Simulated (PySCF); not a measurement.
C₃H₁₂Si, SMILES `CC.C[SiH3]`.

PySCF calculation, TPSS/def2-SVP, gas phase; geometry: GFN2-xTB.

Input

```python
import numpy as np
from pyscf import gto, scf, dft
from pyscf.scf import atom_ks, atom_hf
from scipy.linalg import block_diag
from pyscf.dispersion import dftd3

def solve(mol, dm0=None, hcore=None):
    mf = (dft.UKS if mol.spin else dft.RKS)(mol, xc='tpss')
    mf.grids.level = 3
    mf = mf.density_fit(auxbasis='def2-universal-jkfit')
    mf.conv_tol, mf.max_cycle = 1e-8, 80
    if hcore is not None:
        mf.get_hcore = lambda *args: hcore
    mf.kernel(dm0)
    if not mf.converged:
        mf = mf.newton().run(mf.mo_coeff, mf.mo_occ, max_cycle=30)
    assert mf.converged, 'SCF not converged'
    return mf

mol = gto.M(atom='''
C     -2.86976     0.74578     0.01784
C     -2.70008    -0.76569     0.02005
H     -1.96818     1.22849     0.38732
H     -3.06326     1.10721    -0.98953
H     -3.70332     1.03939     0.65216
H     -3.59758    -1.25315    -0.35445
H     -2.50916    -1.12683     1.02776
H     -1.86080    -1.05420    -0.60814
C      3.17409     0.03183     0.07571
Si     1.28433    -0.00609    -0.05862
H      3.58245    -0.96980     0.17833
H      3.49775     0.60789     0.93819
H      3.62331     0.48066    -0.80595
H      0.89618    -0.79541    -1.23053
H      0.77860     1.36119    -0.20469
H      0.71780    -0.61169     1.14854
''', basis='def2-svp', charge=0, spin=0, verbose=4)
mol_a = gto.M(atom='''
C     -2.86976     0.74578     0.01784
C     -2.70008    -0.76569     0.02005
H     -1.96818     1.22849     0.38732
H     -3.06326     1.10721    -0.98953
H     -3.70332     1.03939     0.65216
H     -3.59758    -1.25315    -0.35445
H     -2.50916    -1.12683     1.02776
H     -1.86080    -1.05420    -0.60814
ghost-C      3.17409     0.03183     0.07571
ghost-Si     1.28433    -0.00609    -0.05862
ghost-H      3.58245    -0.96980     0.17833
ghost-H      3.49775     0.60789     0.93819
ghost-H      3.62331     0.48066    -0.80595
ghost-H      0.89618    -0.79541    -1.23053
ghost-H      0.77860     1.36119    -0.20469
ghost-H      0.71780    -0.61169     1.14854
''', basis='def2-svp', charge=0, spin=0, verbose=4)
mol_b = gto.M(atom='''
ghost-C     -2.86976     0.74578     0.01784
ghost-C     -2.70008    -0.76569     0.02005
ghost-H     -1.96818     1.22849     0.38732
ghost-H     -3.06326     1.10721    -0.98953
ghost-H     -3.70332     1.03939     0.65216
ghost-H     -3.59758    -1.25315    -0.35445
ghost-H     -2.50916    -1.12683     1.02776
ghost-H     -1.86080    -1.05420    -0.60814
C      3.17409     0.03183     0.07571
Si     1.28433    -0.00609    -0.05862
H      3.58245    -0.96980     0.17833
H      3.49775     0.60789     0.93819
H      3.62331     0.48066    -0.80595
H      0.89618    -0.79541    -1.23053
H      0.77860     1.36119    -0.20469
H      0.71780    -0.61169     1.14854
''', basis='def2-svp', charge=0, spin=0, verbose=4)
ab, a, b = solve(mol), solve(mol_a), solve(mol_b)
e_int = ab.e_tot - a.e_tot - b.e_tot
print('counterpoise-corrected interaction energy / kcal/mol', e_int * 627.5095)
def disp(atoms, charge):
    m = gto.M(atom=atoms, charge=charge, basis='sto-3g', spin=None, unit='Bohr', verbose=0)
    return dftd3.DFTD3Dispersion(m, xc='tpss', version='d3bj').get_dispersion()['energy']
e_disp = disp(mol._atom, mol.charge) - disp(mol._atom[:8], mol_a.charge) - disp(mol._atom[8:], mol_b.charge)
print('D3(BJ) part / kcal/mol', e_disp * 627.5095)
# spherically averaged free atoms, for the promolecule
atm = atom_ks.get_atm_nrks(mol, xc='tpss')
pro = block_diag(*[(atm[a[0]][2] * atm[a[0]][3]) @ atm[a[0]][2].T for a in mol._atom])
np.savez('result.npz', e_int=e_int, e_disp=e_disp, dm_a=a.make_rdm1(), dm_b=b.make_rdm1(), c=ab.mo_coeff, occ=ab.mo_occ, eps=ab.mo_energy, pro=pro, d=[f.dip_moment(verbose=0) for f in (ab, a, b)])
```

Launched as:

```sh
OMP_NUM_THREADS=1 python input.py
```

The run took 95 s on 1 thread of Arm Neoverse V2 (shared host), peak memory 0.54 GiB.

Partitions, critical points and surface values were worked out afterwards from this run's density.

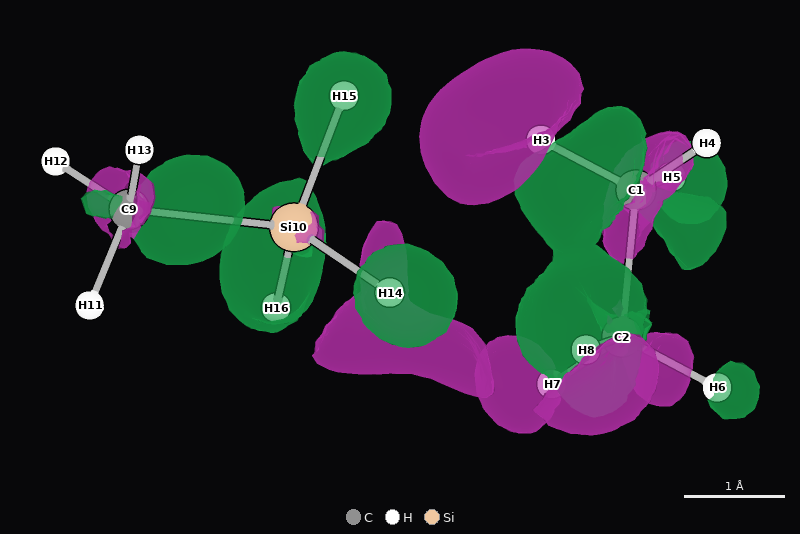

Density of the complex less the densities of the two fragments at the same geometry, ±0.0002 e/Å³ (green: gain, purple: loss). Fragment A: H6C2 (atoms 1–8); fragment B: SiH6C.

**Which way does charge flow?**

Hirshfeld charges show almost no net transfer (under 0.005 e). 0.01 e is displaced in all, which induces a dipole of 0.01 D.

**What is the interaction energy, and which contacts carry it?**

The counterpoise-corrected interaction energy of the frozen fragments is +0.2 kcal/mol without dispersion correction and −1.2 kcal/mol with D3(BJ). The pair geometry is semi-empirical, not a minimum at this level. Contacts: H8···H14, H···H contact, 2.84 Å, ρ = 0.003 a.u.; H3···H15, H···H contact, 2.81 Å, ρ = 0.003 a.u. The pose is a local one from a semi-empirical search, not shown to be the most stable.
